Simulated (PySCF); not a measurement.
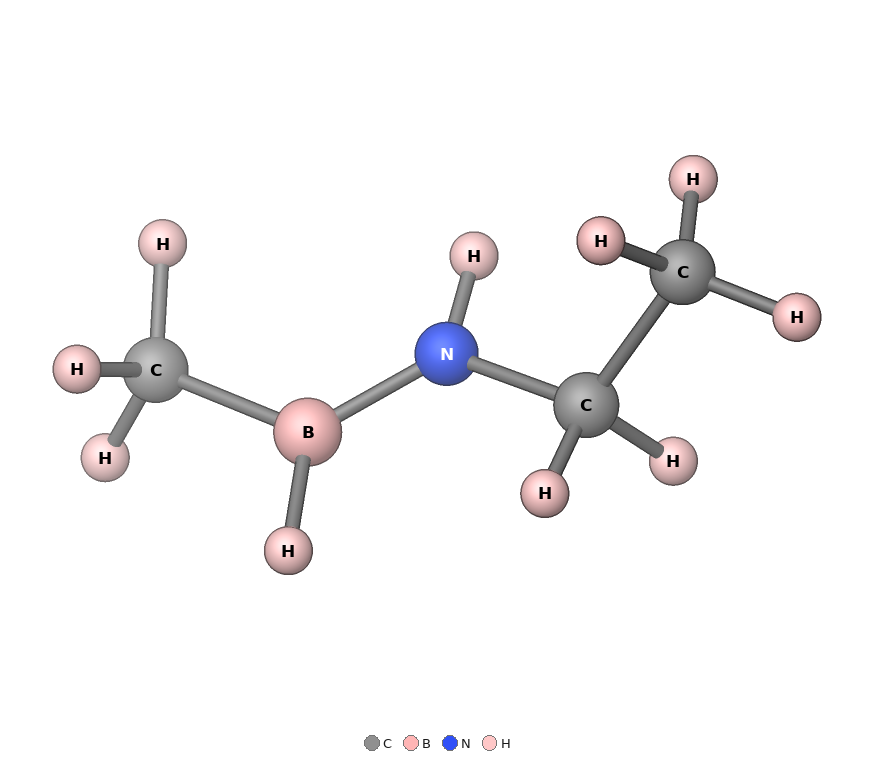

Orthographic view. Distant atoms are faded towards the background colour. Geometry: a frame of a GFN2-xTB molecular-dynamics simulation, not a minimum.

Give the standard InChI.

InChI=1S/C3H10BN/c1-3-5-4-2/h4-5H,3H2,1-2H3
